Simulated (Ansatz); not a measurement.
# C5H8OS (tetrahydrothiopyran-4-one) at B3LYP/6-31G(d) (spherical functions)

What is the electronic atomisation energy of C5H8OS (tetrahydrothiopyran-4-one) at B3LYP/6-31G* (spherical functions)? 

The results are computed with Ansatz 0.2.0.

14 further runs of the same task are left out: 14 set aside as unsound or not needed.

## 1. Starting point

The species is C5H8OS (15 atoms), meant as a singlet with charge 0. SMILES: `O=C1CCSCC1`. The shape is that of a PBE0-D4/def2-TZVP optimisation. This is one conformer, not always the lowest.

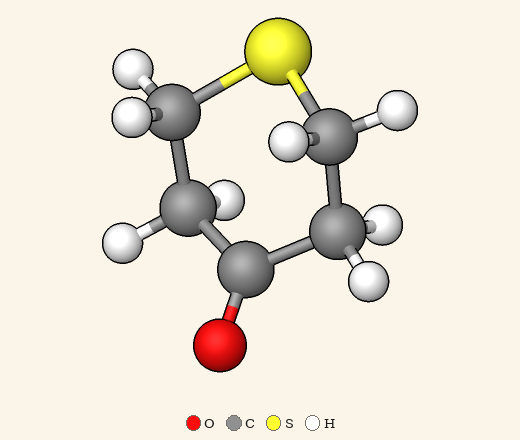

The structure, seen from a chosen angle (oxygen red, carbon grey, sulfur yellow, hydrogen white).

## 2. A single-point energy at B3LYP/6-31G(d) (spherical functions)

File run.yaml:

```yaml
crystal:
  periodic: [false, false, false]
  atoms:
    - {symbol: O, position_ang: [-0.037620, -1.744930, -1.667910]}
    - {symbol: C, position_ang: [0.003830, -1.073350, -0.667010]}
    - {symbol: C, position_ang: [-1.249860, -0.699290, 0.088550]}
    - {symbol: C, position_ang: [-1.372560, 0.803280, 0.322580]}
    - {symbol: S, position_ang: [0.019010, 1.480310, 1.243270]}
    - {symbol: C, position_ang: [1.318290, 0.938540, 0.120390]}
    - {symbol: C, position_ang: [1.312530, -0.570500, -0.103980]}
    - {symbol: H, position_ang: [-1.223830, -1.206190, 1.059550]}
    - {symbol: H, position_ang: [-2.104610, -1.075940, -0.477540]}
    - {symbol: H, position_ang: [-2.264810, 1.026220, 0.910330]}
    - {symbol: H, position_ang: [-1.467860, 1.333790, -0.629470]}
    - {symbol: H, position_ang: [2.261460, 1.253730, 0.570230]}
    - {symbol: H, position_ang: [1.217240, 1.468760, -0.831230]}
    - {symbol: H, position_ang: [1.482190, -1.070170, 0.856220]}
    - {symbol: H, position_ang: [2.106600, -0.864270, -0.793960]}
basis:
  gaussian:
    orbitals: 6-31G_st_-spherical.json
total_charge: 0
magnetization:
  spin_polarized: false
  initial_magnetization: 0
accuracy: high
output: {orbitals: {seedname: orbitals}}
hamiltonian:
  xc: {name: B3LYP}
```

The basis set 6-31G* is read from a file made from the Basis Set Exchange's data (not shown).

On the command line:

```sh
ansatz run run.yaml --threads 4 --pin off --max-ram 12180MiB --events-out events.jsonl --progress --plain --runs-dir runs
```

What it wrote:

```text
Warning: RAYON_NUM_THREADS=4 ignored (pool sized by the plan → 4); use --threads N
Functional definition: B3LYP
  name "B3LYP"
  parameter a0 = 0.2
  parameter ax = 0.72
  parameter ac = 0.81
  exchange = (1 - a0 - ax)*slater_x + ax*b88_x + a0*exact_x
  correlation = (1 - ac)*vwn_rpa_c + ac*lyp_c
2975 factors; integrals over basis functions are off by at most 3.6e-9 eV
mean field evaluation 1: about -18189.2143 eV, gradient 6.1e1 eV
mean field evaluation 2: about -18182.8175 eV, gradient 8.3e1 eV
mean field evaluation 4: about -18197.2694 eV, gradient 5.5e0 eV
mean field evaluation 8: about -18197.6876 eV, gradient 4.8e-1 eV
mean field evaluation 16: about -18197.6881 eV, gradient 4.4e-5 eV
mean field -18197.68812801 eV, -668.7527038683 hartree, gradient 7.6e-8 eV, S^2 0.000000; 0 other end points of the search recorded, 0 dependent functions left out
reference -18197.68816577 eV, -668.7527052559 hartree; 31, 31 occupied and 87, 87 virtual orbitals, 2975 factors
Total energy: -18197.68816577 eV, -668.7527052559 hartree
```

Wall time 5.7 s (4 threads of Arm Neoverse V1, shared host); peak memory 0.63 GiB.

## 3. The C atom

File run.yaml:

```yaml
crystal:
  periodic: [false, false, false]
  atoms:
    - {symbol: C, position_ang: [0.000000, 0.000000, 0.000000]}
basis:
  gaussian: {orbitals: 6-31G_st_-spherical.json}
magnetization: {spin_polarized: true, initial_magnetization: 2}
hamiltonian: {xc: {name: B3LYP}}
accuracy: high
```

The basis set 6-31G* is read from a file made from the Basis Set Exchange's data (not shown).

Run the same way, it converges to -37.84469 Eh (log not shown).

## 4. The H atom, same level

File job.yaml:

```yaml
basis:
  gaussian:
    orbitals: "6-31G*"
crystal:
  periodic: [false, false, false]
  atoms:
    - symbol: H
      position_ang: [0.000000, 0.000000, 0.000000]
accuracy: high
hamiltonian:
  xc: {name: B3LYP}
magnetization:
  spin_polarized: true
  initial_magnetization: 1
```

On the command line:

```sh
ansatz run job.yaml --threads 4 --pin off --max-ram 12180MiB --events-out events.jsonl --progress --plain --runs-dir runs
```

What it wrote:

```text
Warning: RAYON_NUM_THREADS=4 ignored (pool sized by the plan → 4); use --threads N
[... 7 set-up lines as earlier in the session ...]
3 factors; integrals over basis functions are off by at most 5.4e-10 eV
mean field evaluation 1: about -13.6135 eV, gradient 2.1e-1 eV
mean field evaluation 2: about -13.6127 eV, gradient 2.0e-1 eV
mean field evaluation 4: about -13.6131 eV, gradient 4.2e-7 eV
mean field evaluation 8: about -13.6131 eV, gradient 8.0e-10 eV
mean field -13.61309805 eV, -0.5002721262 hartree, gradient 8.6e-9 eV, S^2 0.750000; 0 other end points of the search recorded, 0 dependent functions left out
reference -13.61311596 eV, -0.5002727842 hartree; 1, 0 occupied and 1, 2 virtual orbitals, 3 factors
Total energy: -13.61311596 eV, -0.5002727842 hartree
```

Run time: 0.08 s. Hardware: 4 threads of Arm Neoverse V1, shared host.

## 5. The O atom at the same level

File job.yaml:

```yaml
crystal:
  periodic: [false, false, false]
  atoms:
    - {symbol: O, position_ang: [0.000000, 0.000000, 0.000000]}
basis:
  gaussian:
    orbitals: 6-31G_st_-spherical.json
magnetization:
  spin_polarized: true
  initial_magnetization: 2
hamiltonian:
  xc: {name: B3LYP}
accuracy: high
```

The basis set 6-31G* is read from a file made from the Basis Set Exchange's data (not shown).

On the command line:

```sh
ansatz run job.yaml --threads 4 --pin off --max-ram 12180MiB --events-out events.jsonl --progress --plain --runs-dir runs
```

What it wrote:

```text
Warning: RAYON_NUM_THREADS=4 ignored (pool sized by the plan → 4); use --threads N
[... 7 set-up lines as earlier in the session ...]
96 factors; integrals over basis functions are off by at most 1.3e-9 eV
mean field evaluation 1: about -2042.3583 eV, gradient 5.4e0 eV
mean field evaluation 2: about -2042.4299 eV, gradient 3.3e0 eV
mean field evaluation 4: about -2042.4706 eV, gradient 1.8e-2 eV
mean field evaluation 8: about -2042.4704 eV, gradient 1.5e-4 eV
mean field -2042.47041935 eV, -75.0594034748 hartree, gradient 7.8e-10 eV, S^2 2.002219; 0 other end points of the search recorded, 0 dependent functions left out
reference -2042.47043006 eV, -75.0594038687 hartree; 5, 3 occupied and 9, 11 virtual orbitals, 96 factors
Total energy: -2042.47043006 eV, -75.0594038687 hartree
```

Run time: 0.14 s. Hardware: 4 threads of Arm Neoverse V1, shared host.

## 6. The S atom

File input.yaml:

```yaml
crystal:
  periodic: [false, false, false]
  atoms:
    - {symbol: S, position_ang: [0.000000, 0.000000, 0.000000]}
basis:
  gaussian: {orbitals: 6-31G_st_-spherical.json}
total_charge: 0
magnetization: {spin_polarized: true, initial_magnetization: 2}
hamiltonian: {xc: {name: B3LYP}}
accuracy: high
```

The basis set 6-31G* is read from a file made from the Basis Set Exchange's data (not shown).

Run the same way, it converges to -398.10192 Eh (log not shown).

## 7. Results

Level: B3LYP/6-31G* (spherical functions).

```
                     quantity          value
       molecule: total energy  -668.75271 Eh
        molecule: HOMO energy       -6.30 eV
        molecule: LUMO energy       -0.53 eV
      molecule: HOMO–LUMO gap        5.78 eV
         C atom: total energy   -37.84469 Eh
                 C atom: ⟨S²⟩          2.002
         H atom: total energy    -0.50027 Eh
                 H atom: ⟨S²⟩          0.750
         O atom: total energy   -75.05940 Eh
                 O atom: ⟨S²⟩          2.002
         S atom: total energy  -398.10192 Eh
                 S atom: ⟨S²⟩          2.002
electronic atomisation energy      64.375 eV
```

What this shows: Taking the molecule apart into free atoms costs 64.37 eV (1485 kcal/mol), before zero-point energy and without spin-orbit coupling.
